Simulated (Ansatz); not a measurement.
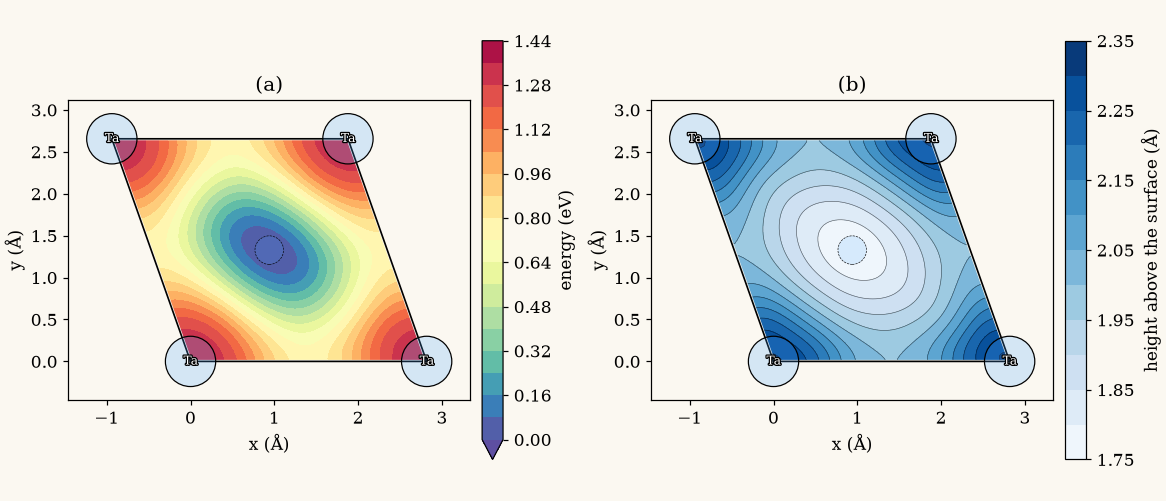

Si on a Ta(110) slab cut from the Im-3m phase, its upper half relaxed before the scan (12 atoms of substrate and one adsorbate in a 2 × 2 cell). Si is moved over the surface cell; relaxed at each place: the height of the adsorbate's atoms and the top layer of the substrate; the origin of the map has the adsorbate above Ta9. Places are given modulo a cell vector. The map is drawn in real space over the plane of the surface. The scan uses a 6 × 6 grid; 13 points were computed and 23 follow by symmetry. Places are given in fractions of the 1 × 1 surface cell. All energies are given in eV relative to the lowest grid point. Theory: Ansatz, DFT LDA, scalar-relativistic, plane waves, PAW. Settings: cutoff 420 eV, k-mesh 5×5×1, gaussian smearing 0.1 eV, no spin polarisation.

Panel (a) is the energy; panel (b) is the computed height above the surface, in Å.

Drawn: filled contours, labelled circles for the atoms of the top layer and small ones for the second layer, the outline of one cell of the plane. Between grid points the surface is interpolated.

> How does the height above the surface vary over the map, and what is it at the lowest grid point?

It runs from 1.76 Å at a bridge site between two Ta atoms, over a second-layer Ta atom, (3/6, 3/6) of the cell vectors to 2.30 Å at the top site over a surface Ta atom, (0/6, 0/6) of the cell vectors. At the lowest grid point, a bridge site between two Ta atoms, over a second-layer Ta atom, (3/6, 3/6) of the cell vectors, it is 1.76 Å.

```tsv
second ↓, first →	0/6	1/6	2/6	3/6	4/6	5/6
5/6	2.23	2.09	1.96	1.93	1.99	2.14
4/6	2.06	1.96	1.85	1.82	1.87	1.99
3/6	2.00	1.93	1.82	1.76	1.82	1.93
2/6	2.06	1.99	1.87	1.82	1.85	1.96
1/6	2.23	2.14	1.99	1.93	1.96	2.09
0/6	2.30	2.23	2.06	2.00	2.06	2.23
```

PAW datasets: the set soft_1.
